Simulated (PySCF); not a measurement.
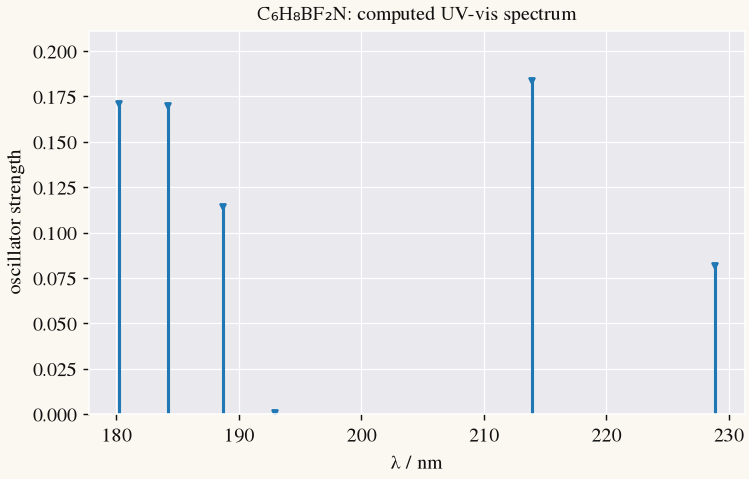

Computed absorption of C₆H₈BF₂N, SMILES FC(F)[BH2-][n+]1ccccc1. Vertical TDDFT excitations, ωB97X-D/def2-SVPD (IEF-PCM dimethylsulfoxide) in PySCF, at a PBE0-D3(BJ)/def2-SVP geometry (no frequency check). The lowest 6 singlet states are shown.

Question: Does any vertical transition fall in the visible?

Answer: No singlet lies below 3.1 eV (beyond 400 nm), so at this level no vertical transition falls in the visible.

Question: Where is the lowest singlet, and is it bright?

Answer: S1 lies at 5.42 eV (229 nm) with f = 0.081, mainly HOMO−1 → LUMO (81 %); it is bright.

Note: one conformer of a flexible molecule; core orbitals are frozen in the response.
